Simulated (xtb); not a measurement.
## Energy and gradient calculation, with input and output: C₂H (charge +1)

C₂H, charge +1, computed with GFN1-xTB (xtb 6.7.1).

The geometry is that of the parent species in another charge or spin state. The geometry comes from this level: PBE0-D4/def2-TZVP.

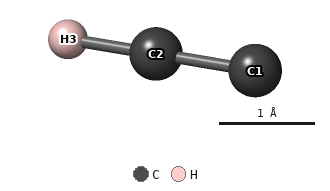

Figure 1. The structure as given in the input (ball-and-stick view, seen at a tilt; atoms are numbered from 1 in the order of the input). Bond lengths as drawn: C–C 1.20 Å and C–H 1.07 Å.

**The input (input.xyz)**
```
3
C2H
C      0.61530000     0.87580000     0.43530000
C     -0.02390000    -0.03400000    -0.01640000
H     -0.59140000    -0.84180000    -0.41880000
```

**File input.inp**
```
$chrg 1
$spin 0
$end
```

Machine: 1 thread of Arm Neoverse V1, 24 GiB of memory available, shared host.

Launched with:
```bash
xtb input.xyz --gfn 1 -I input.inp --grad > out.txt 2> xtb.err
```

**Output**
```
* xtb version 6.7.1
   ID    Z sym.   atoms
    1    6 C      1, 2
    2    1 H      3

           -------------------------------------------------
          |                Calculation Setup                |
           -------------------------------------------------

          program call               : xtb input.xyz --gfn 1 -I input.inp --grad
          coordinate file            : input.xyz
          omp threads                :                     1

           -------------------------------------------------
          |                 G F N 1 - x T B                 |
           -------------------------------------------------

      * Hamiltonian:
        H0-scaling (s, p, d)           1.850000    2.250000    2.000000
        zeta-weighting                 0.000000
      * Dispersion:
        s8                             2.400000
        a1                             0.630000
        a2                             5.000000
        s9                             0.000000
      * Repulsion:
        kExp                           1.500000
        rExp                           1.000000
      * Coulomb:
        alpha                          2.000000
        third order                    atomic
        anisotropic                    false
      * Halogen bond correction:
        rad-scale                      1.300000
        damping                        0.440000

          ...................................................
          :                      SETUP                      :
          :.................................................:
          :  # basis functions                  10          :
          :  # atomic orbitals                  10          :
          :  # shells                            6          :
          :  # electrons                         8          :
          :  # halogen bonds                     0          :
          :  max. iterations                   250          :
          :  Hamiltonian                  GFN1-xTB          :
          :  restarted?                      false          :
          :  GBSA solvation                  false          :
          :  PC potential                    false          :
          :  electronic temp.          300.0000000     K    :
          :  accuracy                    1.0000000          :
          :  -> integral cutoff          0.2500000E+02      :
          :  -> integral neglect         0.1000000E-07      :
          :  -> SCF convergence          0.1000000E-05 Eh   :
          :  -> wf. convergence          0.2000000E-04 e    :
          :  Broyden damping             0.4000000          :
          :  net charge                          1          :
          :  unpaired electrons                  0          :
          ...................................................

 iter      E             dE          RMSdq      gap      omega  full diag
   1     -4.0161904 -0.401619E+01  0.947E+00    1.22       0.0  T
   2     -3.9183934  0.977970E-01  0.721E+00    0.65       1.0  T
   3     -3.9601185 -0.417251E-01  0.651E+00    1.43       1.0  T
   4     -4.0606995 -0.100581E+00  0.831E-01    0.96       1.0  T
   5     -4.0634546 -0.275508E-02  0.404E-01    0.92       1.0  T
   6     -4.0643282 -0.873565E-03  0.929E-02    0.91       1.0  T
   7     -4.0643701 -0.419600E-04  0.386E-02    0.90       1.5  T
   8     -4.0643792 -0.904962E-05  0.657E-04    0.90      87.9  T
   9     -4.0643792 -0.236299E-08  0.130E-05    0.90    4458.0  T
  10     -4.0643792 -0.102318E-11  0.346E-07    0.90  100000.0  T

   *** convergence criteria satisfied after 10 iterations ***

         #    Occupation            Energy/Eh            Energy/eV
      -------------------------------------------------------------
         1        2.0000           -1.0110106             -27.5110
         2        2.0000           -0.9223980             -25.0997
         3        2.0000           -0.8444167             -22.9777
         4        2.0000           -0.8444166             -22.9777 (HOMO)
         5                         -0.8112624             -22.0756 (LUMO)
         6                         -0.5755073             -15.6604
         7                         -0.5755072             -15.6603
         8                         -0.4121168             -11.2143
         9                         -0.1036587              -2.8207
        10                          0.8993640              24.4729
      -------------------------------------------------------------
                  HL-Gap            0.0331542 Eh            0.9022 eV
             Fermi-level           -0.8275103 Eh          -22.5177 eV

 SCC (total)                   0 d,  0 h,  0 min,  0.001 sec
 SCC setup                      ...        0 min,  0.000 sec (  4.194%)
 Dispersion                     ...        0 min,  0.000 sec (  1.939%)
 classical contributions        ...        0 min,  0.000 sec (  0.347%)
 integral evaluation            ...        0 min,  0.000 sec ( 15.196%)
 iterations                     ...        0 min,  0.001 sec ( 52.294%)
 molecular gradient             ...        0 min,  0.000 sec ( 18.541%)
 printout                       ...        0 min,  0.000 sec (  6.497%)

         :::::::::::::::::::::::::::::::::::::::::::::::::::::
         ::                     SUMMARY                     ::
         :::::::::::::::::::::::::::::::::::::::::::::::::::::
         :: total energy              -3.936321063288 Eh    ::
         :: gradient norm              0.072315556223 Eh/a0 ::
         :: HOMO-LUMO gap              0.902172862827 eV    ::
         ::.................................................::
         :: SCC energy                -4.064379164286 Eh    ::
         :: -> electrostatic           0.185065885298 Eh    ::
         :: repulsion energy           0.128432397256 Eh    ::
         :: dispersion energy         -0.000374296257 Eh    ::
         :: halogen bond corr.         0.000000000000 Eh    ::
         :: add. restraining           0.000000000000 Eh    ::
         :: total charge               1.000000001980 e     ::
         :::::::::::::::::::::::::::::::::::::::::::::::::::::

           -------------------------------------------------
          |                Property Printout                |
           -------------------------------------------------

    * Orbital Energies and Occupations

         #    Occupation            Energy/Eh            Energy/eV
      -------------------------------------------------------------
         1        2.0000           -1.0110106             -27.5110
         2        2.0000           -0.9223980             -25.0997
         3        2.0000           -0.8444167             -22.9777
         4        2.0000           -0.8444166             -22.9777 (HOMO)
         5                         -0.8112624             -22.0756 (LUMO)
         6                         -0.5755073             -15.6604
         7                         -0.5755072             -15.6603
         8                         -0.4121168             -11.2143
         9                         -0.1036587              -2.8207
        10                          0.8993640              24.4729
      -------------------------------------------------------------
                  HL-Gap            0.0331542 Eh            0.9022 eV
             Fermi-level           -0.8275103 Eh          -22.5177 eV

  Mulliken/CM5 charges         n(s)   n(p)   n(d)
     1      0.48403  0.48143   1.037  2.479  0.000
     2      0.18845  0.13777   1.160  2.651  0.000
     3      0.32751  0.38081   0.672  0.000  0.000

Wiberg/Mayer (AO) data.
largest (>0.10) Wiberg bond orders for each atom

 ---------------------------------------------------------------------------
     #   Z sym  total        # sym  WBO       # sym  WBO       # sym  WBO
 ---------------------------------------------------------------------------
     1   6      3.304 --     2      3.161     3      0.143
     2   6      3.906 --     1      3.161     3      0.745
     3   1      0.888 --     2      0.745     1      0.143
 ---------------------------------------------------------------------------

Topologies differ in total number of bonds
Writing topology from bond orders to xtbtopo.mol

 dipole moment from electron density (au)
     X       Y       Z
   0.4787   0.6815   0.3394  total (Debye):    2.286

           -------------------------------------------------
          | TOTAL ENERGY               -3.936321063288 Eh   |
          | GRADIENT NORM               0.072315556223 Eh/α |
          | HOMO-LUMO GAP               0.902172862827 eV   |
           -------------------------------------------------

------------------------------------------------------------------------
------------------------------------------------------------------------
 total:
 *  cpu-time:     0 d,  0 h,  0 min,  0.005 sec
 * ratio c/w:     1.000 speedup
 SCF:
 *  cpu-time:     0 d,  0 h,  0 min,  0.001 sec
 * ratio c/w:     0.999 speedup
```

**Standard error**
```
normal termination of xtb
```

**Summary**

| quantity | value |
| --- | --- |
| outcome | converged |
| electrons treated | 8 |
| total energy | −3.936321 hartree |
| dispersion energy | −0.000374 hartree |
| basis functions | 10 |
| largest force | 2.932 eV/Å |
| HOMO | −22.98 eV |
| LUMO | −22.08 eV |
| peak memory | 0.072 GiB |
